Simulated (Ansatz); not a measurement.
ClFGe₂H₄···H₂

```xyz
10

Ge    0.4713   -0.0842   -0.2130
F    -0.0691    0.5057    1.3395
H     1.9889   -0.2820   -0.0680
Cl    0.1882    1.5598   -1.5827
Ge   -0.9509   -1.9361   -0.8578
H    -0.9428   -2.9876    0.2601
H    -2.3647   -1.3953   -1.0917
H    -0.3820   -2.5366   -2.1513
H    -3.2704   -0.2028    1.7551
H    -2.5769    0.0696    1.7822
```

Level of theory: RKS PBE0-D4/def2-mTZVP (Ansatz 0.2.0).

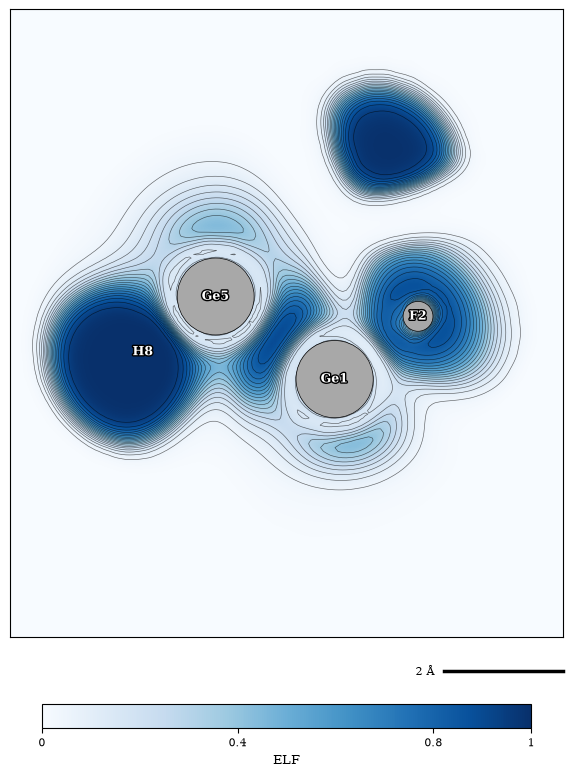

Figure 1. Electron localisation function on the plane of atoms F2, Ge1 and Ge5. Grey discs cover the atomic cores.

**What does the map show?**

- Atoms in the plane: Ge, F and H.
- Ge–F (1.75 Å): the ELF peaks at about 0.80 in the valence shell of F, 0.5 Å from its nucleus, and is about 0.20 at the midpoint.
- Ge–Ge (2.42 Å): the ELF peaks at about 0.90 between the atoms; localised, covalent bonding.
- Ge–H (1.54 Å): the ELF climbs to about 1 towards the hydrogen.
- The ELF also peaks beside F2, away from the bonds: lone-pair regions.

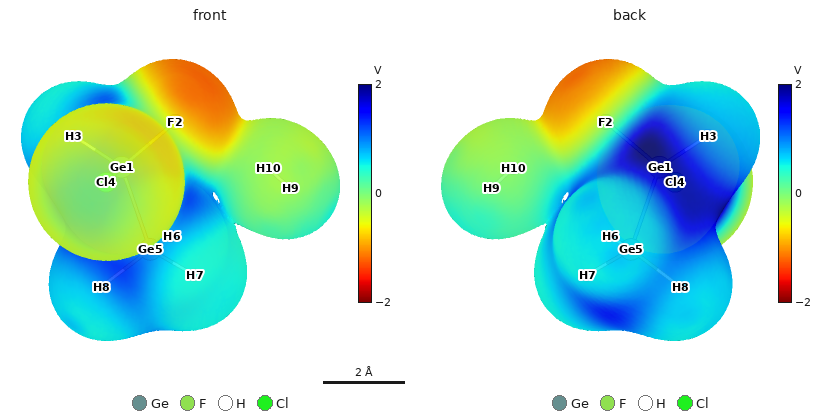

Figure 2. The molecular electrostatic potential painted on the density surface at 0.002 e/bohr³, seen from the front and from behind; the colour scale runs from red (negative) to blue (positive).

**Describe the electrostatic potential map.**

The most negative region (about −1.2 V) lies over F2, the most positive (about +1.9 V) over Ge1.

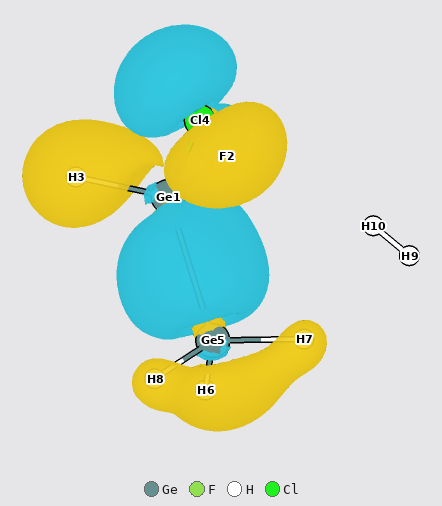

Figure 3. The HOMO at ±0.1 Å⁻³ᐟ² (yellow and cyan are the two phases), seen at a tilt.

**What is the character of this orbital?**

Its weight (Hirshfeld) is mainly on Cl4 (about 35 %), Ge5 (about 20 %), Ge1 (about 20 %) and H3 (about 10 %). Its energy is −8.51 eV.

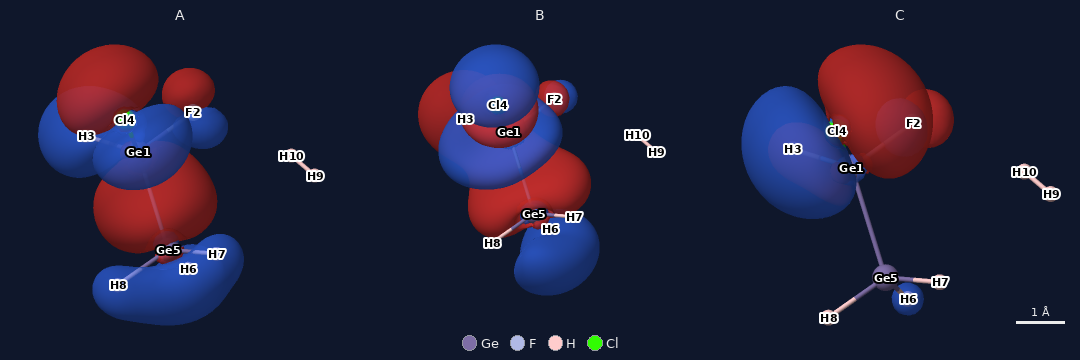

Figure 4. Three frontier orbitals at ±0.06 Å⁻³ᐟ² (blue and red are the two phases), in no order.

**Which picture is the HOMO−1, the HOMO and the LUMO?**

C is the HOMO−1 (−9.35 eV). By Hirshfeld shares it lies mainly on Cl4 (about 85 %); largely a lone pair of Cl4. A is the HOMO (−8.51 eV). It lies mainly on Cl4 (about 35 %), Ge5 (about 20 %), Ge1 (about 20 %) and H3 (about 10 %). B is the LUMO (−0.72 eV). Its weight (Hirshfeld) is mainly on Ge1 (about 35 %), Ge5 (about 25 %), Cl4 (about 25 %), H6 (about 5 %) and H3 (about 5 %).

**What is the HOMO–LUMO gap?**

7.79 eV between the orbital energies.
